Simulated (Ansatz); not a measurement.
BH₃BrCl: several calculations on one system

Part 1: Relaxation

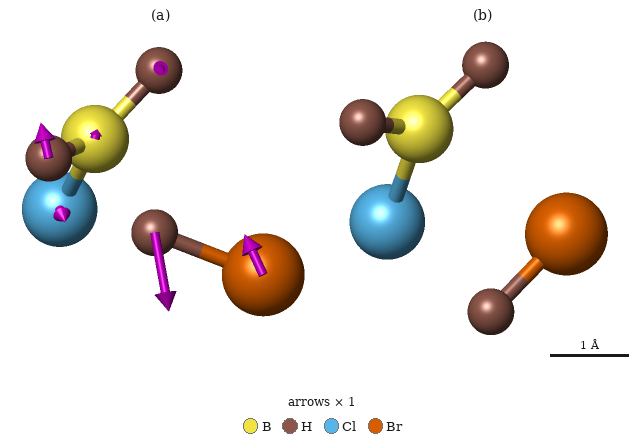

The structure of BH3BrCl before (left) and after (right) a relaxation, at one scale. The purple arrows give the displacements, at their true length.

Style: ball-and-stick. Shown from a free direction.

The run prepares an end point of a later path (reaction) calculation, from a guessed geometry.

Computed with Ansatz, RKS PBE-D4/def2-SVP.

Input file:
```yaml
crystal:
  periodic: [false, false, false]
  atoms:
    - { symbol: B, position_ang: [-0.059471, 0.228895, -0.024695] }
    - { symbol: H, position_ang: [-0.132595, 0.423194, 1.160083] }
    - { symbol: H, position_ang: [0.975068, -0.053735, -0.580056] }
    - { symbol: Cl, position_ang: [-1.506151, 0.480643, -0.964789] }
    - { symbol: Br, position_ang: [-0.135866, -2.778579, 1.176796] }
    - { symbol: H, position_ang: [-0.138086, -1.360417, 1.68686] }
basis:
  gaussian: { orbitals: def2-SVP }
hamiltonian:
  xc: pbe
  dispersion: d4
relax:
  f_tol: 0.03
  max_steps: 50
```

Run as
```bash
ansatz run input.yaml --threads 1 --pin off --max-ram 2048MiB --backend cpu --events-out ev --progress --plain --runs-dir out
```

Question: What changed between the two?

Answer: H6 moves most after the best rigid fit: 1.04 Å. Largest moves by element: H 1.04 Å, Br 0.58 Å, Cl 0.26 Å, B 0.13 Å. Some distances before and after: B1–Br5 3.239 → 2.816 Å, Br5–H6 1.507 → 1.437 Å, B1–Cl4 1.744 → 1.766 Å, B1–H2 1.203 → 1.212 Å. Over 24 accepted moves (30 points after the start) the energy falls by 10.0 kJ/mol. The largest force component goes from 1.2 to 0.027 eV/Å. The line search rejected the trial steps at points 2, 6, 10, 17, 20, 25 of the run. The forces were under the threshold at step 19, but the run went on from there. The run took 59 s on 1 thread of Intel(R) Xeon(R) Platinum 8259CL CPU @ 2.50GHz (Skylake/Cascade Lake), on a shared host, peak memory 0.15 GiB.

Part 2: Relaxation

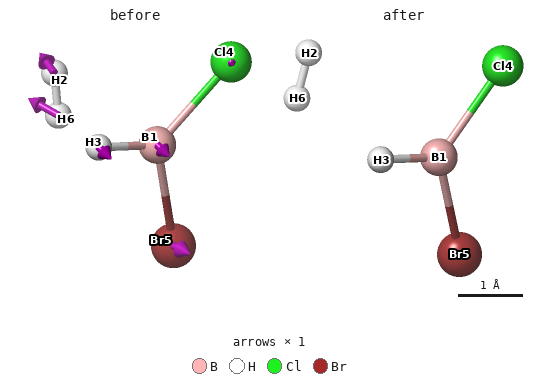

The structure of BH$_{3}$BrCl before (left) and after (right) a relaxation, at one scale. The purple arrows give the displacements, at their true length.

Style: ball-and-stick. Shown from a free direction.

The run prepares an end point of a later path (reaction) calculation, from a guessed geometry.

These are results of RKS PBE-D4/def2-SVP in Ansatz 0.2.0, not measurements.

The input:
```yaml
crystal:
  periodic: [false, false, false]
  atoms:
    - { symbol: B, position_ang: [-0.126098, -0.59224, -0.342748] }
    - { symbol: H, position_ang: [-0.089488, 0.296747, 1.88061] }
    - { symbol: H, position_ang: [0.95414, -0.062411, -0.409329] }
    - { symbol: Cl, position_ang: [-1.579248, 0.227944, -0.824142] }
    - { symbol: Br, position_ang: [-0.183012, -2.518091, 0.192248] }
    - { symbol: H, position_ang: [0.026606, -0.411949, 1.957561] }
basis:
  gaussian: { orbitals: def2-SVP }
hamiltonian:
  xc: pbe
  dispersion: d4
relax:
  f_tol: 0.03
  max_steps: 50
output:
  orbitals: {}
```

Run as
```bash
ansatz run input.yaml --threads 1 --pin off --max-ram 2048MiB --backend cpu --events-out ev --progress --plain --runs-dir out
```

Describe what moved and what it gained.

Answer. After 10 accepted moves (14 points after the start) the energy has fallen by 20.4 kJ/mol. The largest force component goes from 1.9 to 0.017 eV/Å. The line search rejected the trial steps at points 3, 7, 9, 10 of the run. The forces were under the threshold at step 6, but the run went on from there. H6 moves most after the best rigid fit: 0.61 Å. By element the largest moves are H 0.61 Å, Br 0.39 Å, B 0.31 Å, Cl 0.09 Å. Some distances before and after: B1–Br5 2.000 → 1.908 Å, H2–H6 0.722 → 0.769 Å, B1–Cl4 1.737 → 1.747 Å.

Limits of the set-up: the start holds two separate molecules, 2.3 Å apart at their closest, whose relative position is a soft coordinate.

Part 3: Path

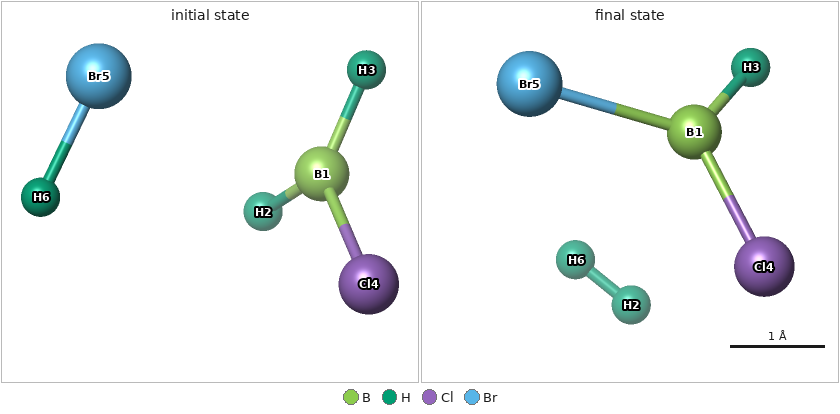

The two relaxed end points of a path for BH3BrCl, made up at the start of BH$_{2}$Cl and HBr. Style: ball-and-stick. Shown at a tilt.

All numbers below come from RKS PBE-D4/def2-SVP in Ansatz.

Settings: 7 movable images; climbing image; force threshold 0.05 eV/Å; iteration limit 60.

Start:
```xyz
6

B     0.0098    0.2516   -0.0998
H     0.2044    0.7664    0.9795
H     0.9023   -0.0471   -0.8635
Cl   -1.6463    0.2245   -0.7113
Br    0.2897   -2.2779    1.1062
H    -0.7571   -1.9775    2.0432
```

End:
```xyz
6

B     0.0016   -0.6926   -0.6133
H    -0.4918    0.3919    2.3651
H     1.0289   -0.0570   -0.5704
Cl   -1.5051    0.1104   -0.9843
Br    0.0630   -2.5705   -0.2822
H    -0.0936   -0.2422    2.5394
```

Predict the minimum-energy path and its barrier.

The highest point, image 4, lies 6.3 kcal/mol above the start and 20.7 kcal/mol above the end; the end is at −14.4 kcal/mol relative to the start. Breaking: B1–H2 (1.21 → 1.28 at the top → 3.21 Å), Br5–H6 (1.44 → 1.64 at the top → 3.66 Å). Forming: B1–Br5 (2.82 → 2.35 at the top → 1.91 Å), H2–H6 (3.10 → 1.16 at the top → 0.77 Å). The band is converged. At the top, the vibrational analysis gives one imaginary mode (433i cm⁻¹), as a transition state must have.

Energies of the converged images:

```tsv
image	path (Å)	E (kcal/mol)
0	0.00	0.0
1	0.60	0.2
2	1.20	0.9
3	1.81	2.2
4	2.41	6.3
5	3.01	-2.6
6	3.62	-10.1
7	4.23	-13.8
8	4.84	-14.4
```

The geometry at the top of the path:

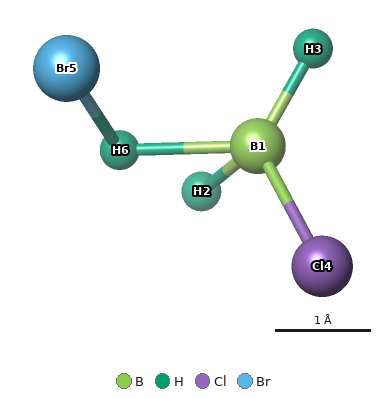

Limits of the set-up: the start holds two separate molecules, 2.8 Å apart at their closest, whose relative position is a soft coordinate.

Cost: 3.4 min on 1 thread of Intel(R) Xeon(R) Platinum 8259CL CPU @ 2.50GHz (Skylake/Cascade Lake), on a shared host, peak memory 0.16 GiB.
